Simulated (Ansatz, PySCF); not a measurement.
Pulling on the N6–H7 bond in CH5NSn (SMILES [CH3][Sn][NH2]) (multiplicity 1 held, fragments rigid). Energies count from the point at 1.010 Å.
Geometry at that point (charge 0, multiplicity 1):
```
atom    x (Å)    y (Å)    z (Å)
----  -------  -------  -------
Sn    -0.2102  -0.0043   0.3548
C      0.8446   1.5217  -0.8580
H      0.7941   2.5095  -0.3996
H      0.3965   1.5726  -1.8532
H      1.8943   1.2393  -0.9698
N      0.2348  -1.4886  -0.9598
H      0.7643  -1.3663  -1.8114
H     -0.0494  -2.4493  -0.8404
```

Restricted levels (R-, RO-) in cc, def2 and unpolarised 6-31G sets keep to the state of the molecule at rest. Active spaces are followed from a long bond inwards. Levels need not reach the same state.

Correlated levels freeze the cores. Filled d and f shells under p-block atoms count as core. Rows in 3-21G carry no dispersion term and start afresh at each structure; the Pople sets are all-electron and without relativity.

Codes used: Ansatz (a quantum-chemistry and plane-wave program); PySCF for 3-21G rows.  In def2 rows elements past Kr take small-core potentials, without spin–orbit coupling.

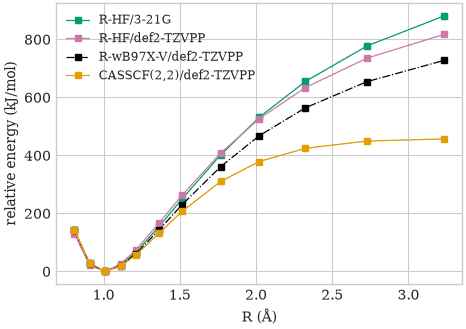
Figure: Relative energy along the coordinate

Question: Read off the CASSCF(2,2)/def2-TZVPP curve at R = 3.233.

Answer: about 460 kJ/mol

Doubts at one or more of the structures used: a restricted determinant that unrestricted orbitals would lower (R-HF/3-21G, R-HF/def2-TZVPP, R-wB97X-V/def2-TZVPP).
